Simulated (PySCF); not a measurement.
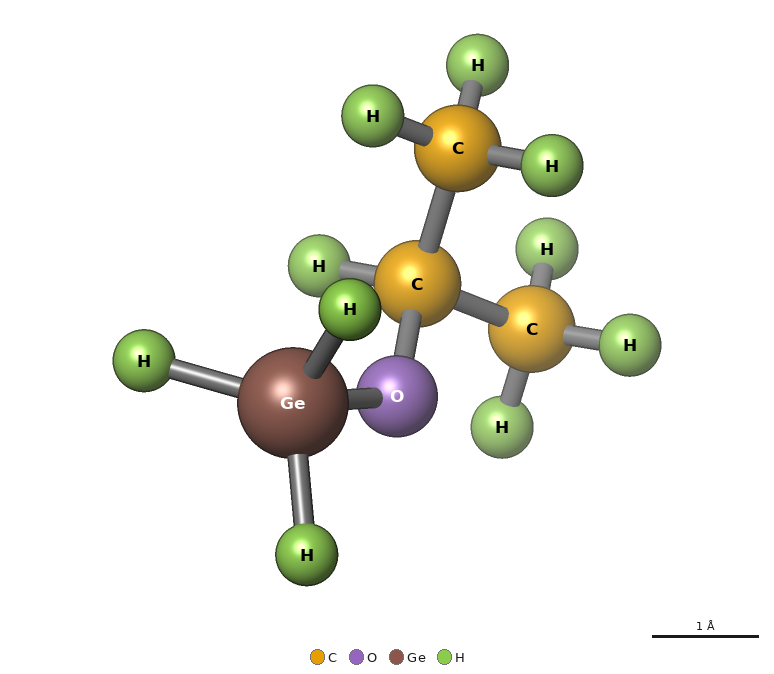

Distant atoms are faded towards the background colour. The computed structure is the end point of a GFN2-xTB optimisation. No frequency run is at hand to confirm it as a minimum. Masses are those of the most abundant isotopes; constants are for the rigid equilibrium geometry.

What kind of rotor is it, and what are its rotational constants in GHz?

Answer. An asymmetric top (C1): A = 7.49, B = 1.52, C = 1.33 GHz. Ray's parameter κ is −0.94, close to the prolate limit.
